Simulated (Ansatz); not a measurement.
# AlH2: properties of a relaxed candidate

The task, for AlH2: see whether it has a gap, which orbitals make up the states near it and how charge is shared.

Method: DFT PBE, scalar-relativistic, plane waves, PAW, in Ansatz 0.2.0.

### Step 1. Starting point

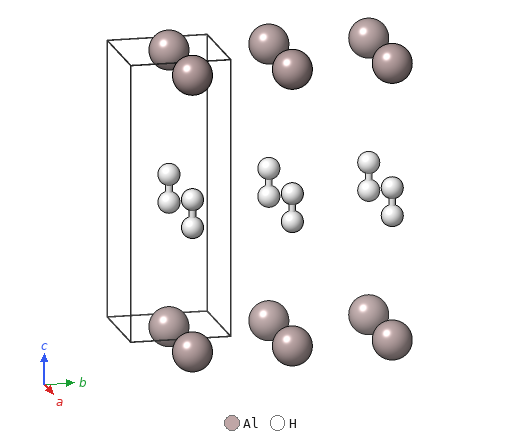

The starting structure, seen slightly off an axis (aluminium light grey, hydrogen white). 2×3×1 cells are drawn. Atoms on the faces are drawn again on the opposite ones.

As a file:

```
Al H
1.0
     2.67711    0.00000    0.00000
     0.00000    2.67710    0.00000
     0.00000    0.00000    7.45918
Al H
1 2
Direct
  0.50000 0.50000 0.00000
  0.50000 0.50000 0.55033
  0.50000 0.50000 0.44967
```

The cell was relaxed beforehand at this level, from a generated guess; it is a trial structure. At a tolerance of 0.05 Å it has space group P4/mmm (No. 123); it has 17.82 Å³/atom, an uncorrected energy of +0.33 eV/atom over the elements.

### Step 2. Static run: bands, density of states and charges

Input file input.yaml:

```yaml
crystal:
  lattice:
    - [2.6771075198, 0.0, 0.0]
    - [0.0, 2.6770991333, 0.0]
    - [0.0, 0.0, 7.4591810329]
  atoms:
    - { symbol: Al, position: [0.5, 0.5, 0.0] }
    - { symbol: H, position: [0.5, 0.5, 0.5503312637] }
    - { symbol: H, position: [0.5, 0.5, 0.4496687363] }
basis:
  ecutwfc: 420
kpoints:
  mp_grid: { grid: [18, 18, 6] }
  band_path:
    path:
      - [[0.0, 0.0, 0.0], [0.0, 0.49999922, 0.0], [0.50000078, 0.49999922, 0.0], [0.0, 0.0, 0.0], [0.0, 0.0, 0.5], [0.0, 0.49999922, 0.5], [0.50000078, 0.49999922, 0.5], [0.0, 0.0, 0.5]]
      - [[0.0, 0.49999922, 0.0], [0.0, 0.49999922, 0.5]]
      - [[0.50000078, 0.49999922, 0.0], [0.50000078, 0.49999922, 0.5]]
    npoints: 14
hamiltonian:
  xc: pbe
scf:
  occupations: { method: gaussian, width: 0.1 }
  n_extra_bands: 7
output:
  forces: true
  stress: true
  eigenvalues: true
  populations: true
  dos: { projected: true, de: 0.02, nscf_kmesh: { grid: [22, 22, 8] } }
  bader: true
  write_density: true
  write_potential: true
  elf: true
  volumetric_format: npy
```

On the command line:

```sh
ansatz run input.yaml --threads 1 --pin off --max-ram 2560MiB --backend cpu --events-out ev --progress --plain --runs-dir out
```

The program printed:

```text
Warning: crystal.lattice, of which some number shows no typed digit to judge by, misses the space group found at crystal.symmetry.tolerance 1.0e-5 by more than rounding, which is why this is a warning: the operation that it misses by the most changes a squared length by the fraction 6.27e-6, and from 1e-6 on that is taken for a strain and not for rounding. The run uses the lattice that is a stretch of the typed one, with no rotation, onto the one that keeps every operation to a double's rounding (on a very oblique basis the stretch itself rounds by more); the deck's lattice vector that moved farthest moved by 4.19e-6 Å. To run the lattice as typed, set crystal.symmetry.tolerance under 6.26e-6, the least fraction by which an operation that the lattice misses changes a squared length (the same key also sets how far an atom may lie from its image, so lowering it can lose operations that the atoms keep only within it), or set crystal.symmetry.detect: false (a key that needs symmetry detection or time reversal refuses this as the deck is read). crystal.lattice made exact, in Å and degrees: [[2.677103326553284, 0.0, 0.0], [0.0, 2.6771033265532838, 0.0], [0.0, 0.0, 7.4591810329]]. Pasted over the deck's crystal.lattice, beside positions in fractional coordinates, it runs the same cell (given as lengths and angles, that cell in the form's own orientation, a rigid turn of the misfit's size from the one run here, for which a checkpoint.post_process_only pass over this run's state can be refused: where this run relaxes nothing, give such a pass this deck's own crystal.lattice, as typed; behind a relaxation, as crystal.lattice, the state's own cell, identity.cell in its checkpoint.json), and a matrix so pasted ends this notice, except on a very skew basis of the lattice, where the rounding of the pasted numbers themselves can read as a misfit: the cell is then moved again, and that move is told again. The lattice as run is in this notice's lattice.as_run_ang field (Run.prep()["deck_notices"] in Python, the deck_notice line of an events file, deck_notices of ansatz run --dry-run=json, or deck_notices in record.json in the deck's checkpoint.write directory).
Warning: RAYON_NUM_THREADS=1 ignored (pool sized by the plan → 1); use --threads N
scf.n_extra_bands = 7 over 3 filled bands (N_el = 5.0): the run solves 10 bands
Engine: ansatz 0.2.0, aarch64-unknown-linux-gnu
Pseudopotentials: kind: paw
Pseudopotential: Al, paw, valence charge 3, recommended cutoff 420 eV (normal), Al.paw.azcp
Pseudopotential: H, paw, valence charge 1, recommended cutoff 420 eV (normal), H.paw.azcp
Functional definition: PBE
  parameter kappa = 0.804
  parameter beta = 0.06672455060314922
  exchange = pbe_x(kappa = kappa, mu = beta*pi^2/3)
  correlation = pbe_c(beta = beta)
Crystal: 3 atoms, lattice volume = 53.459 Å³
Basis set: ecut = 420 eV, 1037 PW (Γ), exchange–correlation on 36×36×100 points (8 copies of the dense FFT grid, shifted against one another)
Bands: 10, of which v1, the nominal top of the filled ones, is band 3 counted from 1 (2 counted from 0)
Symmetry: 16 space group operations
Space group: P4/mmm (ITA 123), of the structure as read, at distance tolerance 3.8e-5 Å
k-points: 220 of 1944
Non-local potential: Al, projectors of the file, l = 0: 2, l = 1: 2, l = 2: 1
Non-local potential: H, projectors of the file, l = 0: 2, l = 1: 1
PAW form: soft (Blöchl's): semilocal exchange-correlation on the pseudo side does not see the compensation charge
PAW one-centre angular grid: Al, 110 points (default); XC on 64 Gauss nodes
PAW one-centre angular grid: H, 110 points (default); XC on 64 Gauss nodes
Initial density: superposition of atomic densities (neutral atoms: chi_scale 0, normalization atom), corrected by the library's trained network
Initial wavefunctions: pseudopotential atomic-orbital guess
Functional: x = pbe(κ = 0.804, μ = 0.2195149727645171), c = pbe(β = 0.06672455060314922)
SCF iter   1: F=—  HF=-568.261105 eV  |F-HF|=—  |Δ(HF+E_count)|=         —  Δρ=4.09e-3  dr2=3.99e-2  ethr=1.77e-3  ⟨swp⟩=6.2  Hψ=17952  notcnv=0  defer=116
preconditioner: auto → none  [metal: Δε(μ)=0.015 eV  Ē_g=11.821 eV  σ=0.100 eV  W_gap=0.09  n_scr=4 (ndim 8)  ℏωp=11.4 eV  f_vac=0.004  D(μ)=0.83/eV (n_scr^D=2)  sad-step TF]
SCF iter   2: F=—  HF=-568.256802 eV  |F-HF|=—  |Δ(HF+E_count)|=   4.30e-3  Δρ=2.72e-3  dr2=2.40e-2  ethr=7.97e-4  ⟨swp⟩=1.1  Hψ=3978  notcnv=0  defer=184
SCF iter   3: F=—  HF=-568.248141 eV  |F-HF|=—  |Δ(HF+E_count)|=   8.66e-3  Δρ=5.91e-4  dr2=1.01e-3  ethr=4.80e-4  ⟨swp⟩=2.2  Hψ=2630  notcnv=0  defer=184
SCF iter   4: F=—  HF=-568.247779 eV  |F-HF|=—  |Δ(HF+E_count)|=   3.62e-4  Δρ=2.40e-4  dr2=5.77e-5  ethr=2.02e-5  ⟨swp⟩=1.1  Hψ=3642  notcnv=0  defer=425
SCF iter   5: F=—  HF=-568.247706 eV  |F-HF|=—  |Δ(HF+E_count)|=   7.29e-5  Δρ=3.58e-5  dr2=8.84e-7  ethr=1.15e-6  ⟨swp⟩=2.1  Hψ=2125  notcnv=0  defer=448
SCF iter   6: F=-568.247708 eV  HF=-568.247708 eV  |F-HF|=2.01e-8  |Δ(HF+E_count)|=   1.92e-6  Δρ=6.84e-6  dr2=5.67e-8  ethr=2.00e-9  ⟨swp⟩=14.2  Hψ=15900  notcnv=0
SCF 1 converged in 6 iterations: F = -568.247708 eV  dr2 = 5.67e-8
NSCF: frozen V_eff on 129 k-points
NSCF: frozen V_eff on 390 k-points
SCF converged after 6 iterations
Free energy (F): -568.247708 eV
Harris-Foulkes:  -568.247708 eV  (|F-HF|=2.01e-8)
Internal energy: -568.244276 eV  (E = F + TS)
E sigma→0 (E₀):  -568.245992 eV
Entropy (-TS):   -0.003432 eV (-1.144 meV/atom)
Fermi energy:    0.153784 eV
--- Per-component energies (eV) ---
  E_band       = -20.518452
  E_kinetic    = 46.487665
  E_local      = -60.012166  (includes V_loc(G=0)·N_el)
  E_nonlocal   = 14.559023
  E_hartree    = 16.204539
  E_xc         = -55.357914
  E_vxc        = -48.874018  (∫ρ·V_xc dr)
  E_paw        = -468.461558  (= ΣΔE_a)
  E_vpaw       = -5.086351  (= ΣTr[D̂ρ^β])
  E_aug_tail   = -0.002627  (compensation charges beyond the density's cutoff)
  E_ewald      = -61.661239
  E_smearing   = -0.003432  (= −TS)
  E_closure    = -0.000000  (closes the sum)
  Σ components = -568.247708   (vs F -568.247708, Δ=0.00e0)
--- Forces (eV/Å), atoms counted from 1 ---
  atom   1  Al     0.00000000     0.00000000     0.00000000
  atom   2  H      0.00000000     0.00000000    -0.00081277
  atom   3  H      0.00000000     0.00000000     0.00081277
  max |Σ_I F_I| component: 1.08e-19 eV/Å
--- Stress (GPa, compression-positive) ---
        0.007680       0.000000       0.000000
        0.000000       0.007680       0.000000
        0.000000       0.000000      -0.005149
  P = ⅓ Tr σ = 0.0034 GPa (0.034 kbar)
--- Band table (eV; the first three rows and the last of 220) ---
  k-point 0: bands = ["-7.7591", "-6.6782", "-1.5161", "5.1974", "5.2286", "9.4340", "11.3590", "11.3590", "12.4733", "16.3447"]
  k-point 1: bands = ["-7.7363", "-6.7217", "-1.4020", "3.9398", "6.6863", "9.4341", "11.3599", "11.3599", "12.1944", "16.1381"]
  k-point 2: bands = ["-7.6850", "-6.8132", "-1.1474", "2.9988", "8.2692", "9.4345", "11.2982", "11.3619", "11.3619", "15.6082"]
  k-point 219: bands = ["-4.2902", "1.2133", "1.2133", "3.2123", "3.7391", "7.0113", "8.0470", "8.0470", "9.8732", "10.6637"]
--- Löwdin populations: 3 sites ---
  site symbol       q [e]
     0     Al      2.9638
     1      H      0.9790
     2      H      0.9790
  spilling = 0.015634 (of n_electrons = 5.000000)
--- Bader charges: 3 sites ---
  site symbol  charge [e]  shift [e]
     0     Al      0.0281     0.0000
     1      H     -0.0140     0.0000
     2      H     -0.0140     0.0000
  estimated error of the sums over rays = 1.5e-5 e
```

Run time: 24 s. Hardware: 1 thread of Arm Neoverse V2, shared host; peak memory 0.39 GiB.

By site:

```csv
atom,Löwdin electrons,Bader charge (e),Bader volume (Å³)
Al1,2.96,+0.03,32.0
H2,0.98,-0.01,10.3
H3,0.98,-0.01,10.3
```

bands.tsv at the labelled points (eV, zero at the Fermi level; the bands nearest the Fermi level):

| point | band 1 | band 2 | band 3 | band 4 | band 5 | band 6 | band 7 |
| --- | --- | --- | --- | --- | --- | --- | --- |
| Γ | -7.91 | -6.83 | -1.67 | 5.04 | 5.08 | 9.28 | 11.21 |
| X | -5.57 | -2.88 | -2.65 | 2.42 | 4.37 | 5.59 | 8.20 |
| M | -4.45 | 1.06 | 1.06 | 3.16 | 3.58 | 6.32 | 8.28 |
| Γ | -7.91 | -6.83 | -1.67 | 5.04 | 5.08 | 9.28 | 11.21 |
| Z | -7.81 | -7.02 | -1.16 | 2.47 | 9.28 | 9.52 | 9.93 |
| R | -5.55 | -2.95 | -2.65 | 2.88 | 3.88 | 6.27 | 7.04 |
| A | -4.44 | 1.06 | 1.06 | 3.06 | 3.58 | 6.86 | 7.89 |
| Z | -7.81 | -7.02 | -1.16 | 2.47 | 9.28 | 9.52 | 9.93 |
| X | -5.57 | -2.88 | -2.65 | 2.42 | 4.37 | 5.59 | 8.20 |
| R | -5.55 | -2.95 | -2.65 | 2.88 | 3.88 | 6.27 | 7.04 |
| M | -4.45 | 1.06 | 1.06 | 3.16 | 3.58 | 6.32 | 8.28 |
| A | -4.44 | 1.06 | 1.06 | 3.06 | 3.58 | 6.86 | 7.89 |

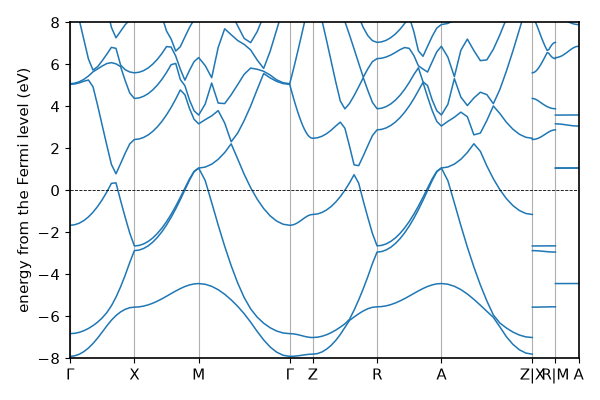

Bands along the path.

Counts of states by energy window (eV from the Fermi level), total and by projection:

```csv
from,to,total,Al 3s,Al 3p,H 1s
-8,-7,0.32,0.19,0.07,0.05
-7,-6,0.96,0.17,0.15,0.62
-6,-5,1.34,0.14,0.17,1.00
-5,-4,0.58,0.13,0.18,0.26
-4,-3,0.34,0.15,0.18,0.00
-3,-2,0.31,0.11,0.19,0.00
-2,-1,0.50,0.10,0.38,0.01
-1,0,0.68,0.10,0.55,0.01
0,1,0.73,0.08,0.61,0.01
1,2,0.67,0.07,0.56,0.01
2,3,0.68,0.05,0.51,0.05
3,4,0.68,0.10,0.31,0.12
4,5,1.03,0.12,0.27,0.17
5,6,1.21,0.09,0.23,0.19
```

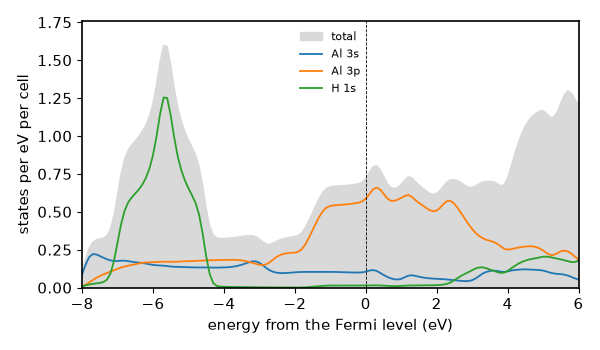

Total and projected density of states, smoothed over about 0.40 eV.

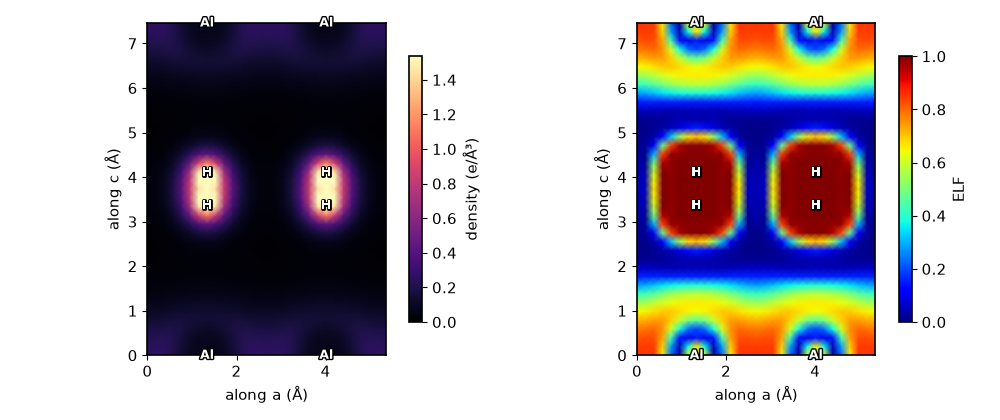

Density (left) and ELF (right) in a lattice plane of the grid's cell (edges 2.68 and 7.46 Å, at 0.500 of the third edge), which holds Al and H. Only atoms in the plane are labelled; the density scale stops at 1.54 e/Å³. Both are smooth fields of the valence electrons: close to the nuclei they are not physical.

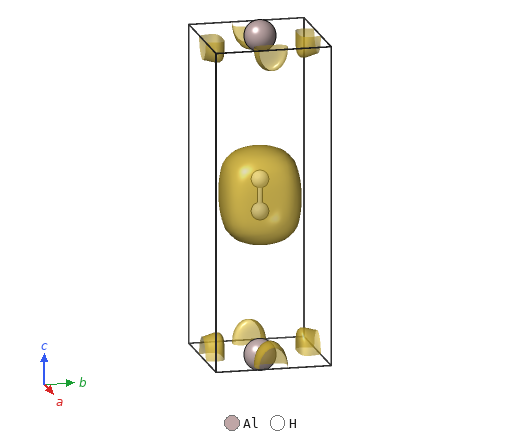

Surface of ELF = 0.80, drawn in one cell.

Outside the cores ELF peaks at 1.00 at H; 0.86 on the Al–Al line, 1.3 Å from Al.

### Step 3. Changed: ecutrho_ratio 12, xc rpbe, preconditioner local_kerker, ecutwfc left out

Input file input.yaml:

```yaml
crystal:
  lattice:
    - [2.6771075198, 0.0, 0.0]
    - [0.0, 2.6770991333, 0.0]
    - [0.0, 0.0, 7.4591810329]
  atoms:
    - { symbol: Al, position: [0.5, 0.5, 0.0] }
    - { symbol: H, position: [0.5, 0.5, 0.5503312637] }
    - { symbol: H, position: [0.5, 0.5, 0.4496687363] }
basis:
  ecutrho_ratio: 12
kpoints:
  mp_grid: { grid: [18, 18, 6] }
hamiltonian:
  xc: rpbe
scf:
  occupations: { method: gaussian, width: 0.1 }
  mixing: { preconditioner: local_kerker }
output:
  forces: true
  eigenvalues: true
  stress: true
```

On the command line:

```sh
ansatz run input.yaml --threads 1 --pin off --max-ram 2560MiB --backend cpu --events-out ev --progress --plain --runs-dir out
```

The program printed, cut to the lines that bear on the results:

```text
Warning: crystal.lattice, of which some number shows no typed digit to judge by, misses the space group found at crystal.symmetry.tolerance 1.0e-5 by more than rounding, which is why this is a warning: the operation that it misses by the most changes a squared length by the fraction [...]
Warning: RAYON_NUM_THREADS=1 ignored (pool sized by the plan → 1); use --threads N
[...]
[... 3 set-up lines as earlier in the session ...]
Functional definition: RPBE
[...]
Crystal: 3 atoms, lattice volume = 53.459 Å³
Basis set: ecut = 420 eV, 1037 PW (Γ), exchange–correlation on 64×64×180 points (8 copies of the dense FFT grid, shifted against one another)
Bands: 7, of which v1, the nominal top of the filled ones, is band 3 counted from 1 (2 counted from 0)
[... 2 set-up lines as earlier in the session ...]
k-points: 220 of 1944
[...]
SCF iter   1: F=—  HF=-571.519808 eV  |F-HF|=—  |Δ(HF+E_count)|=         —  Δρ=4.17e-3  dr2=4.04e-2  ethr=1.77e-3  ⟨swp⟩=6.2  Hψ=14874  notcnv=0
[...]
SCF iter   7: F=-571.508005 eV  HF=-571.508005 eV  |F-HF|=3.85e-9  |Δ(HF+E_count)|=   6.99e-8  Δρ=2.00e-6  dr2=3.12e-9  ethr=2.00e-9  ⟨swp⟩=7.4  Hψ=8667  notcnv=0
[...]
SCF converged after 7 iterations
Free energy (F): -571.508005 eV
[...]
E sigma→0 (E₀):  -571.506177 eV
Entropy (-TS):   -0.003655 eV (-1.218 meV/atom)
Fermi energy:    0.273805 eV
[...]
--- Forces (eV/Å), atoms counted from 1 ---
  atom   1  Al     0.00000000     0.00000000     0.00000000
  atom   2  H      0.00000000     0.00000000    -0.24543060
  atom   3  H      0.00000000     0.00000000     0.24543060
[...]
--- Stress (GPa, compression-positive) ---
        0.873896       0.000000       0.000000
        0.000000       0.873896       0.000000
        0.000000       0.000000       0.232294
  P = ⅓ Tr σ = 0.6600 GPa (6.600 kbar)
--- Band table (eV; the first three rows and the last of 220) ---
  k-point 0: bands = ["-7.6459", "-6.6121", "-1.3788", "5.4397", "5.4678", "9.5470", "11.5258"]
[...]
```

Run time: 4.2 s. Hardware: 1 thread of Arm Neoverse V2, shared host; peak memory 0.43 GiB.

```csv
run,ending,energy change,pressure (GPa),gap (eV),force (eV/Å),cycles,time
step 2,converged,-,0.0,0.00,0.00,6,24 s
variant,converged,not comparable,0.7,0.00,0.25,7,4.2 s
```

Total energies don't compare across a change of functional; the pressure goes from 0.0 to 0.7 GPa and the largest force goes from 0.00 to 0.25 eV/Å. The numerical grids changed too.

### Step 4. Outcome

```
                 quantity                 value
                      gap          none (metal)
states at the Fermi level  0.69 per eV per cell
            Bader charges   Al +0.03, H -0.01 e
```

It comes out metallic. Of the projected weight within 0.25 eV of the Fermi level, the largest part is Al 3p (83 %). Bader charges reach 0.0 e, so charge transfer in this metal is small.
